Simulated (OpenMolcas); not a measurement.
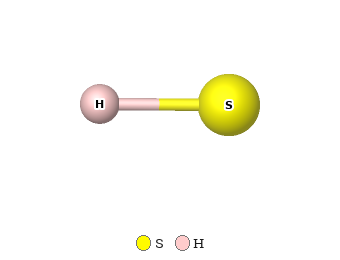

The molecule at the reference distance of 1.364 Å.

Relativistic diatomic calculation: SH⁻ (part 1 of 2)

System: SH⁻.
Method: SA-CASSCF(6,4)/XMS-CASPT2 + RASSI spin-orbit (X2C scalar, AMFI), ANO-RCC-VTZP (OpenMolcas).

**Summary**

- outcome: converged; components of a degenerate state are split by 11 cm⁻¹; whether the anion is bound against detachment isn't tested
- lowest spin-free state: ¹Σ
- lowest spin-orbit level: Ω = 0, −399.44162 hartree
- next level: Ω = 2, 28,877 cm⁻¹
- hardware: 1 thread of Arm Neoverse V1, 112 GiB of memory available, shared host
- wall time: 10 s

**Notes**

Limits: the two components of ¹Δ at 10.14 eV, degenerate in CASSCF as they must be, are split by 11 cm⁻¹ in XMS-CASPT2, an artefact that passes into its spin-orbit levels; the run doesn't test whether the anion keeps its extra electron; the basis has no added diffuse functions, and states above the detachment threshold, which may include the lowest, are held only by it.

**The input**
```
&GATEWAY
Coord
2
angstrom
S 0.0 0.0 0.0
H 0.0 0.0 1.3640
Basis=ANO-RCC-VTZP
Group=XY
RX2C
AMFI
ANGMom
0.0 0.0 0.0
RICD
&SEWARD
&GUESSORB
&RASSCF
FileOrb=$CurrDir/o11.orb
Symmetry=1
Spin=1
nActEl=6 0 0
Inactive=4 2
RAS2=2 2
CIRoot=4 4 1
Linear
Iterations=120 100
OrbListing=Nothing
PRWF=0.15
>>COPY $Project.RasOrb $CurrDir/o11.orb
>>COPY $Project.rasscf.h5 $CurrDir/r11.h5
&CASPT2
XMultistate=all
Imaginary=0.2
IPEA=0.25
MaxIter=40
>>COPY $Project.JobMix JOB001
&RASSCF
FileOrb=$CurrDir/o32.orb
Symmetry=2
Spin=3
nActEl=6 0 0
Inactive=4 2
RAS2=2 2
CIRoot=2 2 1
Linear
Iterations=120 100
OrbListing=Nothing
PRWF=0.15
>>COPY $Project.RasOrb $CurrDir/o32.orb
>>COPY $Project.rasscf.h5 $CurrDir/r32.h5
&CASPT2
XMultistate=all
Imaginary=0.2
IPEA=0.25
MaxIter=40
>>COPY $Project.JobMix JOB002
&RASSCF
FileOrb=$CurrDir/o12.orb
Symmetry=2
Spin=1
nActEl=6 0 0
Inactive=4 2
RAS2=2 2
CIRoot=2 2 1
Linear
Iterations=120 100
OrbListing=Nothing
PRWF=0.15
>>COPY $Project.RasOrb $CurrDir/o12.orb
>>COPY $Project.rasscf.h5 $CurrDir/r12.h5
&CASPT2
XMultistate=all
Imaginary=0.2
IPEA=0.25
MaxIter=40
>>COPY $Project.JobMix JOB003
&RASSCF
FileOrb=$CurrDir/o31.orb
Symmetry=1
Spin=3
nActEl=6 0 0
Inactive=4 2
RAS2=2 2
CIRoot=2 2 1
Linear
Iterations=120 100
OrbListing=Nothing
PRWF=0.15
>>COPY $Project.RasOrb $CurrDir/o31.orb
>>COPY $Project.rasscf.h5 $CurrDir/r31.h5
&CASPT2
XMultistate=all
Imaginary=0.2
IPEA=0.25
MaxIter=40
>>COPY $Project.JobMix JOB004
&RASSI
Nr of JobIphs=4 4 2 2 2
1 2 3 4
1 2
1 2
1 2
SpinOrbit
EJob
Omega
MEES
MESO
Properties=4
'AngMom' 3 'Mltpl  1' 1 'Mltpl  1' 2 'Mltpl  1' 3
Thrs=1.0d-4
>>COPY $Project.rassi.h5 $CurrDir/so.h5
```

The first orbital files come from an earlier step.

Launched with:
```bash
pymolcas m.inp (one call a module block, same work directory)
```

**The program's output (extracts)**
```
++    Wave function specifications:
      Number of closed shell electrons          12
      Number of electrons in active shells       6
      Number of inactive orbitals                6
      Number of active orbitals                  4
      Number of secondary orbitals              38
      Spin quantum number                      0.0
      State symmetry                             1
++    Orbital specifications:
      Symmetry species                           1   2
                                                 a   b
      Frozen orbitals                            0   0
      Inactive orbitals                          4   2
      Active orbitals                            2   2
      RAS2 orbitals                              2   2
      Secondary orbitals                        20  18
      Number of basis functions                 26  22
      printout of CI-coefficients larger than  0.15 for root  1
      energy=    -399.187914
      conf/sym  11 22     Coeff  Weight
             6  02 22   0.99732 0.99464
      printout of CI-coefficients larger than  0.15 for root  2
      energy=    -398.952253
      conf/sym  11 22     Coeff  Weight
             5  ud 22   0.99754 0.99509
      printout of CI-coefficients larger than  0.15 for root  3
      energy=    -398.871920
      conf/sym  11 22     Coeff  Weight
             2  22 ud   1.00000 1.00000
      printout of CI-coefficients larger than  0.15 for root  4
      energy=    -398.871920
      conf/sym  11 22     Coeff  Weight
             1  22 20  -0.70711 0.50000
             3  22 02   0.70711 0.50000
      Natural orbitals and occupation numbers for root  1
      sym 1:   0.001820   1.999473
      sym 2:   1.999354   1.999354
      Natural orbitals and occupation numbers for root  2
      sym 1:   0.906940   1.094003
      sym 2:   1.999529   1.999529
      Natural orbitals and occupation numbers for root  3
      sym 1:   2.000000   2.000000
      sym 2:   1.000000   1.000000
      Natural orbitals and occupation numbers for root  4
      sym 1:   2.000000   2.000000
      sym 2:   1.000000   1.000000
      RASSCF energy for state  4                   -398.87191966
::    RASSCF root number  1 Total energy:   -399.18791418
::    RASSCF root number  2 Total energy:   -398.95225299
::    RASSCF root number  3 Total energy:   -398.87191966
::    RASSCF root number  4 Total energy:   -398.87191966
      Von Neumann Entropy (Root   1) =  0.01050
++    Wave function specifications:
      Number of closed shell electrons           2
      Number of electrons in active shells       6
      Number of inactive orbitals                1
      Number of active orbitals                  4
      Number of secondary orbitals              38
      Spin quantum number                      0.0
      State symmetry                             1
      Number of CSFs                             6
      Number of CASSCF root(s) available         4
      CASPT2 state passed to geometry opt.       4
      A file JOBMIX will be created
      This is a MULTI-STATE CASSCF reference
      Number of CI roots used                    4
      These are:                                 1   2   3   4
      Off-diagonal elements of Heff are computed
  FINAL CASPT2 RESULT:
      Reference energy:        -399.1879141805
      E2 (Non-variational):      -0.2500748448
      Shift correction:          -0.0049528694
      E2 (Variational):          -0.2550277142
      Total energy:            -399.4429418946
      Reference weight:           0.87224
  FINAL CASPT2 RESULT:
      Reference energy:        -398.9522529947
      E2 (Non-variational):      -0.2129322693
      Shift correction:          -0.0063321349
      E2 (Variational):          -0.2192644042
      Total energy:            -399.1715173989
      Reference weight:           0.88050
  FINAL CASPT2 RESULT:
      Reference energy:        -398.8719196602
      E2 (Non-variational):      -0.1921225919
      Shift correction:          -0.0050852643
      E2 (Variational):          -0.1972078562
      Total energy:            -399.0691275164
      Reference weight:           0.88977
  FINAL CASPT2 RESULT:
      Reference energy:        -398.8719196602
      E2 (Non-variational):      -0.1920847145
      Shift correction:          -0.0050714072
      E2 (Variational):          -0.1971561217
      Total energy:            -399.0690757819
      Reference weight:           0.88985
       Total XMS-CASPT2 energies:
::    XMS-CASPT2 Root  1     Total energy:   -399.44162055
::    XMS-CASPT2 Root  2     Total energy:   -399.17283874
::    XMS-CASPT2 Root  3     Total energy:   -399.06912752
::    XMS-CASPT2 Root  4     Total energy:   -399.06907578
++    Wave function specifications:
      Number of closed shell electrons          12
      Number of electrons in active shells       6
      Number of inactive orbitals                6
      Number of active orbitals                  4
      Number of secondary orbitals              38
      Spin quantum number                      1.0
      State symmetry                             2
      printout of CI-coefficients larger than  0.15 for root  1
      energy=    -399.136404
      conf/sym  11 22     Coeff  Weight
             3  u2 2u   0.50563 0.25566
             4  u2 u2  -0.86275 0.74434
      printout of CI-coefficients larger than  0.15 for root  2
      energy=    -399.136404
      conf/sym  11 22     Coeff  Weight
             3  u2 2u   0.86275 0.74434
             4  u2 u2   0.50563 0.25566
      Natural orbitals and occupation numbers for root  1
      sym 1:   1.000000   2.000000
      sym 2:   1.000000   2.000000
      Natural orbitals and occupation numbers for root  2
      sym 1:   1.000000   2.000000
      sym 2:   2.000000   1.000000
      RASSCF energy for state  2                   -399.13640438
::    RASSCF root number  1 Total energy:   -399.13640438
::    RASSCF root number  2 Total energy:   -399.13640438
      Von Neumann Entropy (Root   1) =  1.00000
++    Wave function specifications:
      Number of closed shell electrons           2
      Number of electrons in active shells       6
      Number of inactive orbitals                1
      Number of active orbitals                  4
      Number of secondary orbitals              38
      Spin quantum number                      1.0
      State symmetry                             2
      Number of CSFs                             4
      Number of CASSCF root(s) available         2
      CASPT2 state passed to geometry opt.       2
      A file JOBMIX will be created
      This is a MULTI-STATE CASSCF reference
      Number of CI roots used                    2
      These are:                                 1   2
      Off-diagonal elements of Heff are computed
  FINAL CASPT2 RESULT:
      Reference energy:        -399.1364043799
      E2 (Non-variational):      -0.1710904566
      Shift correction:          -0.0017592774
      E2 (Variational):          -0.1728497340
      Total energy:            -399.3092541139
      Reference weight:           0.92684
  FINAL CASPT2 RESULT:
      Reference energy:        -399.1364043799
      E2 (Non-variational):      -0.1711162835
      Shift correction:          -0.0017602248
      E2 (Variational):          -0.1728765083
      Total energy:            -399.3092808882
      Reference weight:           0.92682
       Total XMS-CASPT2 energies:
::    XMS-CASPT2 Root  1     Total energy:   -399.30928089
::    XMS-CASPT2 Root  2     Total energy:   -399.30925411
++    Wave function specifications:
      Number of closed shell electrons          12
      Number of electrons in active shells       6
      Number of inactive orbitals                6
      Number of active orbitals                  4
      Number of secondary orbitals              38
      Spin quantum number                      0.0
      State symmetry                             2
      printout of CI-coefficients larger than  0.15 for root  1
      energy=    -399.130338
      conf/sym  11 22     Coeff  Weight
             3  u2 2d   0.65349 0.42705
             4  u2 d2  -0.75693 0.57295
      printout of CI-coefficients larger than  0.15 for root  2
      energy=    -399.130338
      conf/sym  11 22     Coeff  Weight
             3  u2 2d  -0.75693 0.57295
             4  u2 d2  -0.65349 0.42705
      Natural orbitals and occupation numbers for root  1
      sym 1:   1.000000   2.000000
      sym 2:   1.000000   2.000000
      Natural orbitals and occupation numbers for root  2
      sym 1:   1.000000   2.000000
      sym 2:   2.000000   1.000000
      RASSCF energy for state  2                   -399.13033777
::    RASSCF root number  1 Total energy:   -399.13033777
::    RASSCF root number  2 Total energy:   -399.13033777
      Von Neumann Entropy (Root   1) =  1.00000
++    Wave function specifications:
      Number of closed shell electrons           2
      Number of electrons in active shells       6
      Number of inactive orbitals                1
      Number of active orbitals                  4
      Number of secondary orbitals              38
      Spin quantum number                      0.0
      State symmetry                             2
      Number of CSFs                             4
      Number of CASSCF root(s) available         2
      CASPT2 state passed to geometry opt.       2
      A file JOBMIX will be created
      This is a MULTI-STATE CASSCF reference
      Number of CI roots used                    2
      These are:                                 1   2
      Off-diagonal elements of Heff are computed
  FINAL CASPT2 RESULT:
      Reference energy:        -399.1303377749
      E2 (Non-variational):      -0.1708666224
      Shift correction:          -0.0018100645
      E2 (Variational):          -0.1726766869
      Total energy:            -399.3030144618
      Reference weight:           0.92647
  FINAL CASPT2 RESULT:
      Reference energy:        -399.1303377749
      E2 (Non-variational):      -0.1708936682
      Shift correction:          -0.0018113040
      E2 (Variational):          -0.1727049722
      Total energy:            -399.3030427471
      Reference weight:           0.92644
       Total XMS-CASPT2 energies:
::    XMS-CASPT2 Root  1     Total energy:   -399.30304275
::    XMS-CASPT2 Root  2     Total energy:   -399.30301446
++    Wave function specifications:
      Number of closed shell electrons          12
      Number of electrons in active shells       6
      Number of inactive orbitals                6
      Number of active orbitals                  4
      Number of secondary orbitals              38
      Spin quantum number                      1.0
      State symmetry                             1
      printout of CI-coefficients larger than  0.15 for root  1
      energy=    -398.972931
      conf/sym  11 22     Coeff  Weight
             2  uu 22   1.00000 1.00000
      printout of CI-coefficients larger than  0.15 for root  2
      energy=    -398.932181
      conf/sym  11 22     Coeff  Weight
             1  22 uu   1.00000 1.00000
      Natural orbitals and occupation numbers for root  1
      sym 1:   1.000000   1.000000
      sym 2:   2.000000   2.000000
      Natural orbitals and occupation numbers for root  2
      sym 1:   2.000000   2.000000
      sym 2:   1.000000   1.000000
      RASSCF energy for state  2                   -398.93218119
::    RASSCF root number  1 Total energy:   -398.97293119
::    RASSCF root number  2 Total energy:   -398.93218119
      Von Neumann Entropy (Root   1) =  1.00000
++    Wave function specifications:
      Number of closed shell electrons           2
      Number of electrons in active shells       6
      Number of inactive orbitals                1
      Number of active orbitals                  4
      Number of secondary orbitals              38
      Spin quantum number                      1.0
      State symmetry                             1
      Number of CSFs                             2
      Number of CASSCF root(s) available         2
      CASPT2 state passed to geometry opt.       2
      A file JOBMIX will be created
      This is a MULTI-STATE CASSCF reference
      Number of CI roots used                    2
      These are:                                 1   2
      Off-diagonal elements of Heff are computed
  FINAL CASPT2 RESULT:
      Reference energy:        -398.9729311908
      E2 (Non-variational):      -0.2029261994
      Shift correction:          -0.0033645831
      E2 (Variational):          -0.2062907825
      Total energy:            -399.1792219733
      Reference weight:           0.90006
  FINAL CASPT2 RESULT:
      Reference energy:        -398.9321811930
      E2 (Non-variational):      -0.1772390845
      Shift correction:          -0.0040909968
      E2 (Variational):          -0.1813300813
      Total energy:            -399.1135112743
      Reference weight:           0.90266
       Total XMS-CASPT2 energies:
::    XMS-CASPT2 Root  1     Total energy:   -399.17922197
::    XMS-CASPT2 Root  2     Total energy:   -399.11351127
  SPIN-FREE ENERGIES:
  (Shifted by EMIN (a.u.) =       -399.4416205546)
 SF State       Relative EMIN(au)   Rel lowest level(eV)    D:o, cm**(-1)      Abs_M
     1             0.0000000000        0.0000000000              0.0000         0.0
     5             0.1323396664        3.6011457782          29045.1995         1.0
     6             0.1323664407        3.6018743428          29051.0758         1.0
     7             0.1385778076        3.7708942465          30414.3132         1.0
     8             0.1386060928        3.7716639276          30420.5211         1.0
     9             0.2623985813        7.1402291461          57589.8319         0.0
     2             0.2687818157        7.3139258033          58990.7899         0.0
    10             0.3281092803        8.9283083580          72011.6633         0.0
     3             0.3724930382       10.1360519375          81752.7723         2.0
     4             0.3725447727       10.1374597049          81764.1267         2.0
```

(Continued in part 2.)
